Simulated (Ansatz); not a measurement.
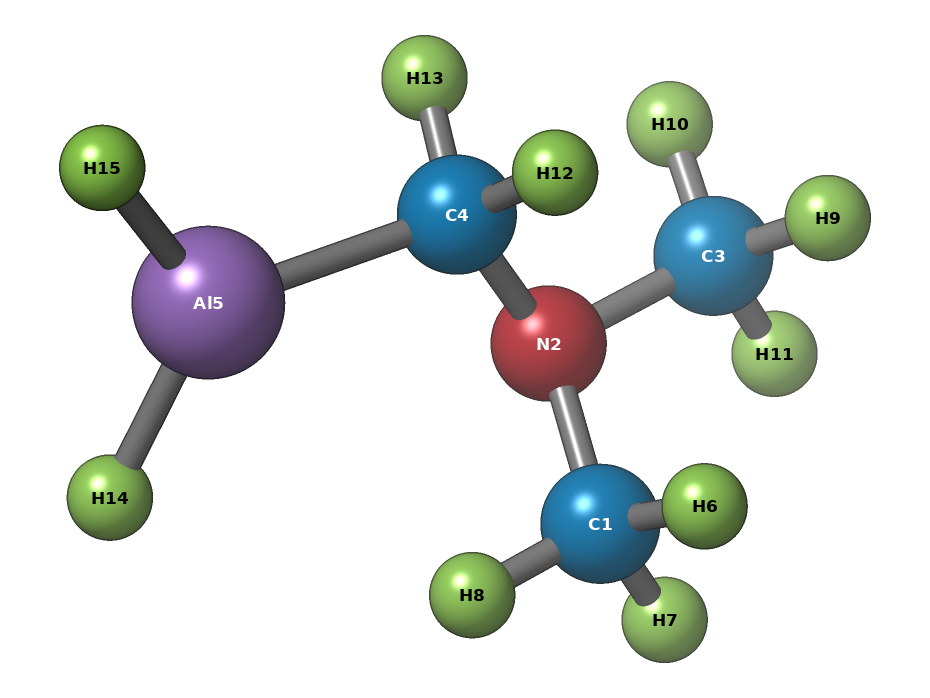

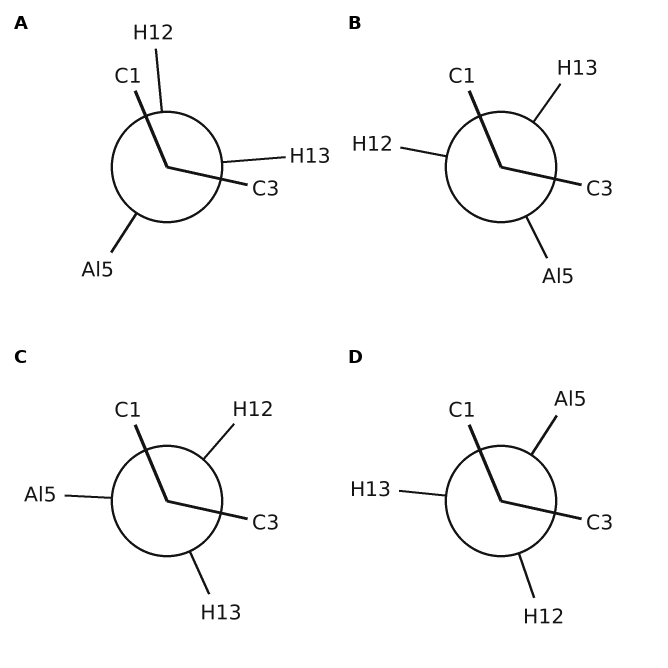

Depth is shown by fading: the farther an atom, the more it takes the colour of the background. Bonds that would overlap in a projection are set slightly apart. The geometry was computed by an optimisation with PBE0-D4/def2-TZVP. No frequency run is at hand to confirm it as a minimum.

Which Newman projection shows the view along N2–C4, with N2 in front?

C. The torsion angle C1–N2–C4–Al5 is −64°, synclinal (gauche).
